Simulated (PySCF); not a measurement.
# [BH2F2]− (SMILES F[BH2-]F): r2SCAN-D3(BJ)/Roos-DZ (density fitting with cc-pvdz-jkfit, ddPCM aniline)

Aim: the energy change on altering one bond length of [BH2F2]− at r2SCAN-D3(BJ)/Roos-DZ (density fitting with cc-pvdz-jkfit, ddPCM aniline), from 2 runs. The job is set up through a Python script.

The calculation is run with PySCF 2.14.0.

6 further runs of the same task are left out: 1 that didn't finish, 5 set aside as unsound or not needed.

### 1 The structure to begin with

[BH2F2]−: 5 atoms, total charge -1, spin state singlet. As SMILES, `F[BH2-]F`. The coordinates come from a GFN2-xTB relaxation.

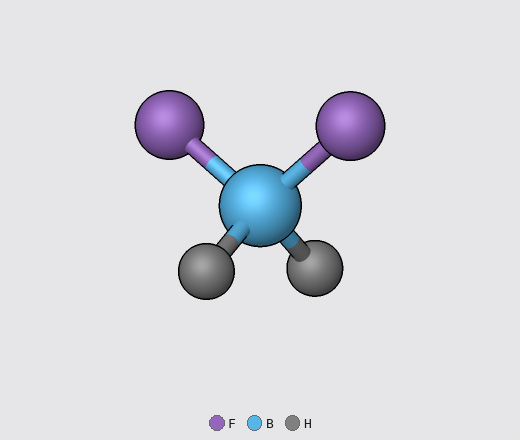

The structure, seen from a chosen angle (fluorine purple, boron blue, hydrogen grey).

### 2 The energy at r2SCAN-D3(BJ)/Roos-DZ (density fitting with cc-pvdz-jkfit, ddPCM aniline)

input.xyz

```xyz
5

F     -1.176970     0.624500     0.383180
B      0.033530     0.014270    -0.056090
F      0.407580    -0.947330     0.926670
H     -0.171950    -0.560090    -1.118950
H      0.907810     0.868650    -0.134810
```

input.py

```python
from pyscf import gto, dft, solvent

system = gto.M(
    atom='input.xyz',
    verbose=4,
    charge=-1,
    max_memory=1860,
    basis='roos-dz',
)

myscf = dft.RKS(system)
myscf.xc = 'r2scan'
myscf = myscf.density_fit(auxbasis='cc-pvdz-jkfit')
myscf = solvent.ddPCM(myscf)
myscf.with_solvent.eps = 6.8882  # aniline
myscf.disp = 'd3bj'
myscf.kernel()

e_tot = myscf.e_tot
print('E(%s) = %.9f' % ('R2SCAN', e_tot))
```

The run is started by

```
$ OMP_NUM_THREADS=1 python input.py
```

What it wrote:

```text
PySCF version 2.14.0

[INPUT] num. atoms = 5
[INPUT] num. electrons = 26
[INPUT] charge = -1
[INPUT] spin (= nelec alpha-beta = 2S) = 0
[INPUT] symmetry False subgroup None
[INPUT] Mole.unit = angstrom
[INPUT] Symbol           X                Y                Z      unit          X                Y                Z       unit  Magmom
[INPUT]  1 F     -1.176970000000   0.624500000000   0.383180000000 AA   -2.224150956829   1.180133964791   0.724105256411 Bohr   0.0
[INPUT]  2 B      0.033530000000   0.014270000000  -0.056090000000 AA    0.063362516957   0.026966391798  -0.105994738327 Bohr   0.0
[INPUT]  3 F      0.407580000000  -0.947330000000   0.926670000000 AA    0.770214573850  -1.790194249584   1.751152507851 Bohr   0.0
[INPUT]  4 H     -0.171950000000  -0.560090000000  -1.118950000000 AA   -0.324938407119  -1.058416705108  -2.114509047082 Bohr   0.0
[INPUT]  5 H      0.907810000000   0.868650000000  -0.134810000000 AA    1.715512273141   1.641510598103  -0.254753978853 Bohr   0.0

nuclear repulsion = 65.4733471209166
number of shells = 13
number of NR pGTOs = 223
number of NR cGTOs = 87
basis = roos-dz
ecp = {}

[... 32 lines left out ...]
WARN: ddPCM is an experimental feature. It is still in testing.
[... 21 lines left out ...]
Solvent Energy = -2.41259054326317e-05
[... 5 lines left out ...]
Solvent Energy = -0.0472628585203379
[... 3 lines left out ...]
Solvent Energy = -0.0435556018158303
[... 3 lines left out ...]
Solvent Energy = -0.0447779044346058
[... 3 lines left out ...]
Solvent Energy = -0.0452448067338861
[... 3 lines left out ...]
Solvent Energy = -0.0450517970878358
[... 3 lines left out ...]
Solvent Energy = -0.0450593125025153
[... 3 lines left out ...]
Solvent Energy = -0.045060656434761
[... 3 lines left out ...]
Solvent Energy = -0.045060759896477
[... 3 lines left out ...]
Solvent Energy = -0.0450607615991491
[... 3 lines left out ...]
Solvent Energy = -0.0450607224685037
[... 3 lines left out ...]
Solvent Energy = -0.0450607225583998
[... 3 lines left out ...]
Solvent Energy = -0.0450607231739723
[... 1 line left out ...]
converged SCF energy = -225.923199592698
E(R2SCAN) = -225.923199593
```

Wall time 14 s (1 thread of Intel Xeon Platinum 8375C at 2.90GHz (Ice Lake), shared host); peak memory 0.39 GiB.

### 3 The distorted shape

geometry.xyz

```xyz
5

F     -1.782220     0.929615     0.602815
B      0.033530     0.014270    -0.056090
F      0.407580    -0.947330     0.926670
H     -0.171950    -0.560090    -1.118950
H      0.907810     0.868650    -0.134810
```

job.py

```python
from pyscf import gto, dft, solvent

mol = gto.Mole()
mol.atom = 'geometry.xyz'
mol.verbose = 4
mol.max_memory = 1860
mol.basis = 'roos-dz'
mol.spin = 0
mol.charge = -1
mol.build()

mf = dft.RKS(mol)
mf.xc = 'r2scan'
mf = mf.density_fit(auxbasis='cc-pvdz-jkfit')
mf = solvent.ddPCM(mf)
mf.with_solvent.eps = 6.8882  # aniline
mf.disp = 'd3bj'
mf.kernel()

e_tot = mf.e_tot
print(f'total energy: {e_tot:.8f} hartree')
```

The run is started by

```
$ OMP_NUM_THREADS=1 python job.py
```

What it wrote:

```text
PySCF version 2.14.0

[INPUT] num. atoms = 5
[INPUT] num. electrons = 26
[INPUT] charge = -1
[INPUT] spin (= nelec alpha-beta = 2S) = 0
[INPUT] symmetry False subgroup None
[INPUT] Mole.unit = angstrom
[INPUT] Symbol           X                Y                Z      unit          X                Y                Z       unit  Magmom
[INPUT]  1 F     -1.782220000000   0.929615000000   0.602815000000 AA   -3.367907693722   1.756717751288   1.139155253780 Bohr   0.0
[INPUT]  2 B      0.033530000000   0.014270000000  -0.056090000000 AA    0.063362516957   0.026966391798  -0.105994738327 Bohr   0.0
[INPUT]  3 F      0.407580000000  -0.947330000000   0.926670000000 AA    0.770214573850  -1.790194249584   1.751152507851 Bohr   0.0
[INPUT]  4 H     -0.171950000000  -0.560090000000  -1.118950000000 AA   -0.324938407119  -1.058416705108  -2.114509047082 Bohr   0.0
[INPUT]  5 H      0.907810000000   0.868650000000  -0.134810000000 AA    1.715512273141   1.641510598103  -0.254753978853 Bohr   0.0

nuclear repulsion = 55.0207051024133
number of shells = 13
number of NR pGTOs = 223
number of NR cGTOs = 87
basis = roos-dz
ecp = {}

[... 32 lines left out ...]
WARN: ddPCM is an experimental feature. It is still in testing.
[... 27 lines left out ...]
Solvent Energy = -0.0422007076791037
[... 7 lines left out ...]
Solvent Energy = -0.0411818243492636
[... 7 lines left out ...]
Solvent Energy = -0.0405015157138436
[... 7 lines left out ...]
Solvent Energy = -0.0404445930401712
[... 7 lines left out ...]
Solvent Energy = -0.0404343347135075
[... 7 lines left out ...]
Solvent Energy = -0.0404342355165974
[... 7 lines left out ...]
Solvent Energy = -0.0404342355880743
[... 5 lines left out ...]
converged SCF energy = -225.859048184376
total energy: -225.85904818 hartree
```

It took 16 s on 1 thread of Intel Xeon Platinum 8375C at 2.90GHz (Ice Lake), shared host; peak memory 0.39 GiB.

### 4 Outcome

At r2SCAN-D3(BJ)/Roos-DZ (density fitting with cc-pvdz-jkfit, ddPCM aniline):

| quantity | value |
| --- | --- |
| first shape: total energy | -225.92320 Eh |
| first shape: HOMO energy | -3.83 eV |
| first shape: LUMO energy | 2.01 eV |
| first shape: HOMO–LUMO gap (to an unbound level, set by the basis) | 5.84 eV |
| first shape: dispersion energy | -0.94 kJ/mol |
| first shape: solvent term in the energy | -118.3 kJ/mol |
| distorted shape: total energy | -225.85905 Eh |
| distorted shape: HOMO energy | -4.60 eV |
| distorted shape: LUMO energy | 1.36 eV |
| distorted shape: HOMO–LUMO gap (to an unbound level, set by the basis) | 5.95 eV |
| distorted shape: dispersion energy | -1.02 kJ/mol |
| distorted shape: solvent term in the energy | -106.2 kJ/mol |
| energy change with the F1–B2 bond stretched from 1.425 to 2.138 Å | 1.746 eV |

In words: With the F1–B2 bond stretched from 1.425 to 2.138 Å the energy rises by 1.75 eV (40 kcal/mol). The first shape isn't relaxed at this level, so the change isn't measured from a minimum. Mulliken charges (distorted shape) run from -0.78 on F1 to +0.28 on H5; they depend strongly on the basis.
